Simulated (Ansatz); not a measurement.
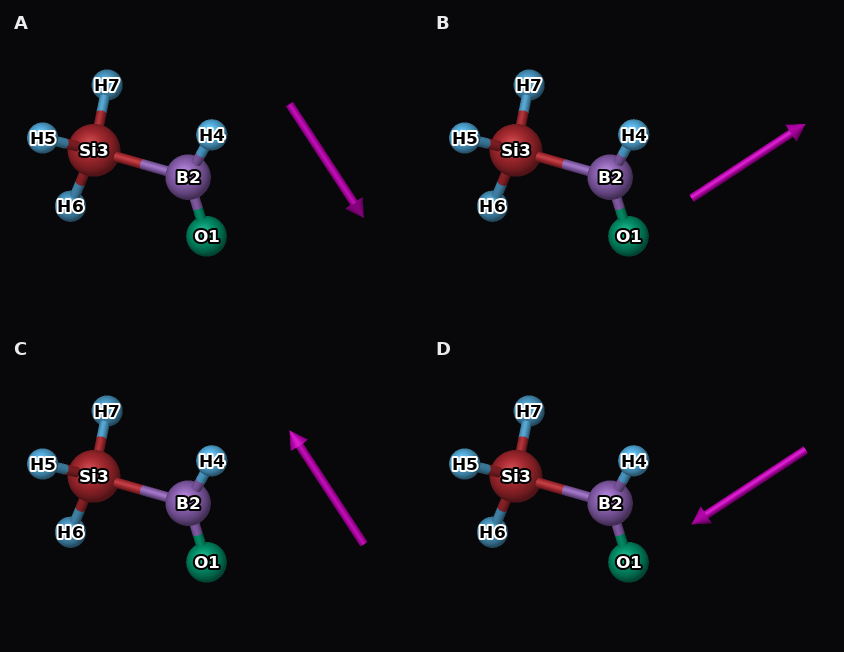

The same molecule four times, each with an arrow. Charge 0, doublet. Computed geometry: PBE0-D4/def2-TZVP optimisation. No frequency run is at hand to confirm it as a minimum. Method: UKS PBE0-D4/def2-TZVP (Ansatz 0.2.0).

Question: Which arrow points along the dipole moment, from the negative to the positive end?

Answer: C. The dipole moment is 2.21 D; it points from the side of O1 to the side of H5, H7 (the outermost atoms at the two ends).
